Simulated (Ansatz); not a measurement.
# Phonon calculation of Al2NH3Cl (charge −1)

The run: phonon calculation of Al2NH3Cl, charge −1. Method and program: UKS PBE/def2-SVP (Ansatz 0.2.0).

It belongs to a series of runs on one base structure; here: vibrations at the highest image of the band. Figures and captions count atoms from 1; the log counts them from 0 in places.

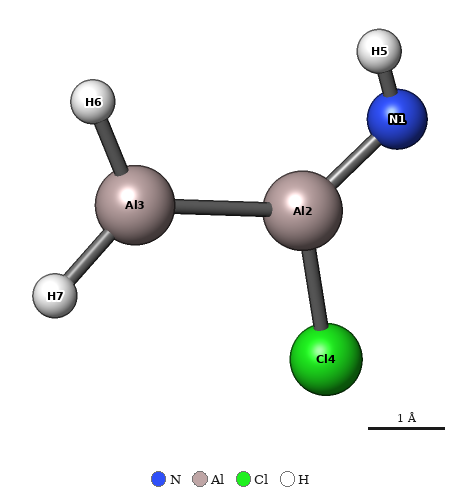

Fig. 1: The structure as given in the input (ball-and-stick view, seen at a tilt; atoms are numbered from 1 in the order of the input). Sticks mark near contacts.

### Input
```yaml
crystal:
  periodic: [false, false, false]
  atoms:
    - { symbol: "N", position_ang: [-2.318417, 0.640128, 0.16502] }
    - { symbol: Al, position_ang: [-0.911763, -0.208742, -0.450488] }
    - { symbol: Al, position_ang: [1.560811, -0.104756, 0.284702] }
    - { symbol: Cl, position_ang: [-1.186732, -1.551185, -2.18256] }
    - { symbol: H, position_ang: [-2.103135, 1.22896, 0.991332] }
    - { symbol: H, position_ang: [2.052564, 0.716617, 1.619217] }
    - { symbol: H, position_ang: [2.906672, -0.72101, -0.427231] }
total_charge: -1
magnetization:
  spin_polarized: true
basis:
  gaussian: { orbitals: def2-SVP }
hamiltonian:
  xc: pbe
phonons: {}
```

Machine: 2 threads of Intel Xeon (Sapphire Rapids), 16 GiB of memory available, shared host.

Command:
```bash
ansatz run input.yaml --threads 2 --pin off --max-ram 3072MiB --backend cpu --events-out ev --progress --plain --runs-dir out
```

### What the program printed
```
Engine: ansatz 0.2.0, x86_64-unknown-linux-gnu
Functional definition: PBE
  parameter kappa = 0.804
  parameter beta = 0.06672455060314922
  exchange = pbe_x(kappa = kappa, mu = beta*pi^2/3)
  correlation = pbe_c(beta = beta)
927 factors; their error is unknown
mean field evaluation 1: about -27224.4101 eV, gradient 4.2e1 eV
mean field evaluation 2: about -27080.0696 eV, gradient 1.1e2 eV
mean field evaluation 4: about -27207.0827 eV, gradient 4.9e1 eV
mean field evaluation 8: about -27233.7634 eV, gradient 7.6e-1 eV
mean field evaluation 16: about -27233.7137 eV, gradient 2.9e-4 eV
mean field evaluation 32: about -27233.5121 eV, gradient 1.4e0 eV
mean field -27233.71367841 eV, -1000.8205180076 hartree, gradient 1.3e-5 eV, S^2 0.000000; 6 other end points of the search recorded, 0 dependent functions left out
the calculation of the forces begins
reference -27233.71371991 eV, -1000.8205195325 hartree; 27, 27 occupied and 56, 56 virtual orbitals, 927 factors
these checks for a lower state are left out or cut short: stability, starts, cluster_reference, orbital_swaps, neighbouring_geometries, increment
927 factors; their error is unknown
mean field -27233.71364101 eV, -1000.8205166329 hartree, gradient 1.3e-6 eV, S^2 0.000000; 0 other end points of the search recorded, 0 dependent functions left out
[... from here on the field's lines of each further geometry are left out, up to the last ...]
the calculation of the forces begins
reference -27233.71370703 eV, -1000.8205190593 hartree; 27, 27 occupied and 56, 56 virtual orbitals, 927 factors
these checks for a lower state are left out or cut short: stability, starts, cluster_reference, orbital_swaps, neighbouring_geometries, increment
927 factors; their error is unknown
mean field -27233.71367405 eV, -1000.8205178471 hartree, gradient 8.2e-7 eV, S^2 0.000000; 0 other end points of the search recorded, 0 dependent functions left out
the calculation of the forces begins
reference -27233.71371555 eV, -1000.8205193722 hartree; 27, 27 occupied and 56, 56 virtual orbitals, 927 factors
WARN: phonons: modes at or below zero, which the zero-point energy, F, S and C_V leave out: 1, the lowest at -59.69 cm⁻¹. A minimum has none, and a first-order saddle one
Total energy: -27233.71371991 eV, -1000.8205195325 hartree
Atom 0 at    -2.318417     0.640128     0.165020 Å, force     0.004399    -0.005887    -0.007898 eV/Å
Atom 1 at    -0.911763    -0.208742    -0.450488 Å, force    -0.001884    -0.001075    -0.003050 eV/Å
Atom 2 at     1.560811    -0.104756     0.284702 Å, force    -0.001499    -0.001414     0.000751 eV/Å
Atom 3 at    -1.186732    -1.551185    -2.182560 Å, force    -0.000917     0.001343     0.004422 eV/Å
Atom 4 at    -2.103135     1.228960     0.991332 Å, force    -0.001223     0.005950     0.006129 eV/Å
Atom 5 at     2.052564     0.716617     1.619217 Å, force     0.000238    -0.001586     0.001349 eV/Å
Atom 6 at     2.906672    -0.721010    -0.427231 Å, force     0.000887     0.002668    -0.001704 eV/Å
Dipole moment:     0.263390    -0.202561    -0.135895 e Å
Vibrations: -59.69 67.40 146.06 171.92 297.02 357.32 425.43 432.18 492.27 568.70 780.28 853.51 1698.33 1706.08 3362.11 cm⁻¹, zero-point energy 0.704145 eV
```

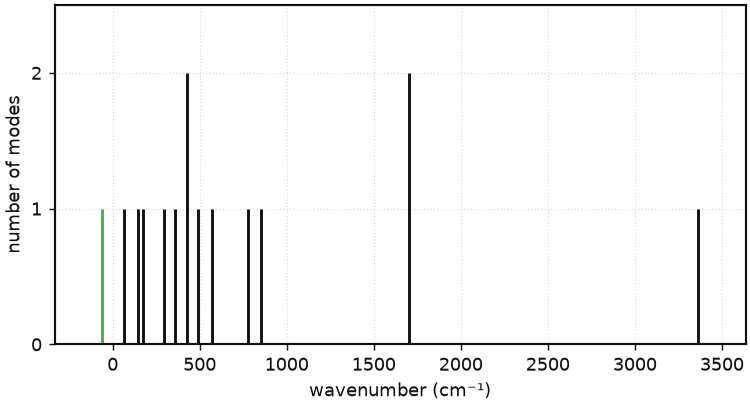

Fig. 2: Harmonic vibrational wavenumbers from the force constants; neighbouring modes closer than 16 cm⁻¹ are counted in one stick, and imaginary ones are drawn at negative wavenumbers. 15 modes from 60i to 3362 cm⁻¹, 1 imaginary beyond 8i (60i cm⁻¹): not a clean minimum; so soft a mode can be a shallow saddle, an incomplete relaxation or noise of the force constants.

### Results in brief

```tsv
quantity	value
outcome	converged
total energy	−27233.7137 eV
mean-field energy	−27233.7137 eV
largest force (length of the vector)	0.011 eV/Å
wall time	33 s (CPU time 63 s)
peak memory	0.17 GiB
```
